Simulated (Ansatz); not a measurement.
# U-r2SCAN/def2-TZVPPD run of HO2 (hydroperoxy)

Aim: the vertical ionisation energy of HO2 (hydroperoxy) at U-r2SCAN/def2-TZVPPD, from 2 runs. 

The results are computed with Ansatz 0.2.0.

33 further runs of the same task are left out: 33 set aside as unsound or not needed.

### Step 1. The system as given

HO2 has 3 atoms, charge 0, and is taken as a doublet. SMILES: `[O]O`. The shape is that of a PBE0-D4/def2-TZVP optimisation.

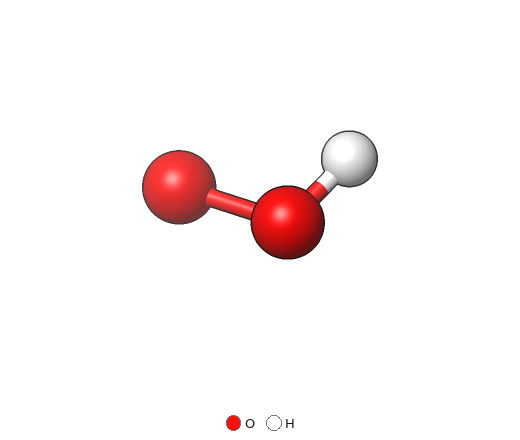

Viewed from a chosen angle; oxygen red, hydrogen white.

### Step 2. The energy at U-r2SCAN/def2-TZVPPD

Contents of in.yaml:

```yaml
crystal:
  periodic: [false, false, false]
  atoms:
    - symbol: O
      position_ang: [-0.355150, 0.941950, -0.088650]
    - symbol: O
      position_ang: [-0.244540, -0.359400, -0.172440]
    - symbol: H
      position_ang: [0.599690, -0.582550, 0.261090]
basis:
  gaussian:
    orbitals: def2-TZVPPD.json
magnetization:
  spin_polarized: true
  initial_magnetization: 1
accuracy: high
hamiltonian:
  xc: r2scan
output:
  orbitals: {seedname: orbitals}
```

The basis set def2-TZVPPD is read from a file made from the Basis Set Exchange's data (not shown).

Run with:

```sh
$ ansatz run in.yaml --threads 1 --pin off --max-ram 3480MiB --events-out events.jsonl --progress --plain --runs-dir runs
```

What it wrote:

```text
Warning: RAYON_NUM_THREADS=1 ignored (pool sized by the plan → 1); use --threads N
Functional definition: r2SCAN
  name "r2SCAN"
  parameter k0 = 0.174
  parameter k1 = 0.065
  parameter a1 = 4.9479
  exchange = r2scan_x(k0 = k0, k1 = k1, a1 = a1)
  correlation = r2scan_c
1482 factors; integrals over basis functions are off by at most 3.7e-9 eV
mean field evaluation 1: about -4104.7974 eV, gradient 2.2e1 eV
mean field evaluation 2: about -4104.1114 eV, gradient 2.6e1 eV
mean field evaluation 4: about -4106.3093 eV, gradient 3.6e0 eV
mean field evaluation 8: about -4106.3511 eV, gradient 4.7e-2 eV
mean field evaluation 16: about -4106.3511 eV, gradient 7.5e-6 eV
mean field -4106.35108977 eV, -150.9056191643 hartree, gradient 3.1e-8 eV, S^2 0.754778; 1 other end points of the search recorded, 0 dependent functions left out
reference -4106.35109515 eV, -150.9056193619 hartree; 9, 8 occupied and 88, 89 virtual orbitals, 1482 factors
Total energy: -4106.35109515 eV, -150.9056193619 hartree
```

Wall time 6.9 s (1 thread of Arm Neoverse V1, shared host); peak memory 0.27 GiB.

### Step 3. The singlet cation at the same level

Contents of run.yaml:

```yaml
crystal:
  periodic: [false, false, false]
  atoms:
    - {symbol: O, position_ang: [-0.355150, 0.941950, -0.088650]}
    - {symbol: O, position_ang: [-0.244540, -0.359400, -0.172440]}
    - {symbol: H, position_ang: [0.599690, -0.582550, 0.261090]}
basis:
  gaussian:
    orbitals: def2-TZVPPD.json
total_charge: 1
magnetization:
  spin_polarized: false
  initial_magnetization: 0
hamiltonian:
  xc: {name: r2SCAN}
accuracy: high
output: {orbitals: {seedname: orbitals}}
```

The basis set def2-TZVPPD is read from a file made from the Basis Set Exchange's data (not shown).

Run with:

```sh
$ ansatz run run.yaml --threads 1 --pin off --max-ram 3480MiB --events-out events.jsonl --progress --plain --runs-dir runs
```

What it wrote, cut to the lines that bear on the results:

```text
Warning: RAYON_NUM_THREADS=1 ignored (pool sized by the plan → 1); use --threads N
[... 7 set-up lines as earlier in the session ...]
1482 factors; integrals over basis functions are off by at most 3.7e-9 eV
mean field evaluation 1: about -4090.2204 eV, gradient 5.0e1 eV
mean field evaluation 2: about -4079.3794 eV, gradient 9.0e1 eV
mean field evaluation 4: about -4093.9806 eV, gradient 2.9e0 eV
mean field evaluation 8: about -4093.9935 eV, gradient 2.8e-2 eV
mean field evaluation 16: about -4093.9935 eV, gradient 1.6e-6 eV
mean field evaluation 32: about -4093.9935 eV, gradient 6.2e-8 eV
mean field -4093.99354091 eV, -150.4514876198 hartree, gradient 6.2e-8 eV, S^2 0.000000; 3 other end points of the search recorded, 0 dependent functions left out
reference -4093.99354175 eV, -150.4514876509 hartree; 8, 8 occupied and 89, 89 virtual orbitals, 1482 factors
Total energy: -4093.99354175 eV, -150.4514876509 hartree
```

It took 6.6 s on 1 thread of Arm Neoverse V1, shared host; peak memory 0.21 GiB.

### Step 4. Outcome

At U-r2SCAN/def2-TZVPPD:

```
                                          quantity          value
                         doublet HO2: total energy  -150.90562 Eh
   doublet HO2: HOMO energy (highest over α and β)       -6.57 eV
    doublet HO2: LUMO energy (lowest over α and β)       -4.13 eV
                                 doublet HO2: ⟨S²⟩          0.755
                      singlet cation: total energy  -150.45149 Eh
                       singlet cation: HOMO energy      -17.99 eV
                       singlet cation: LUMO energy      -17.35 eV
                     singlet cation: HOMO–LUMO gap        0.65 eV
vertical ionisation energy (to the singlet cation)      12.358 eV
```

Removing an electron at fixed nuclei costs 12.36 eV (285 kcal/mol). Only the singlet of the ionised species was computed; a triplet could lie lower.
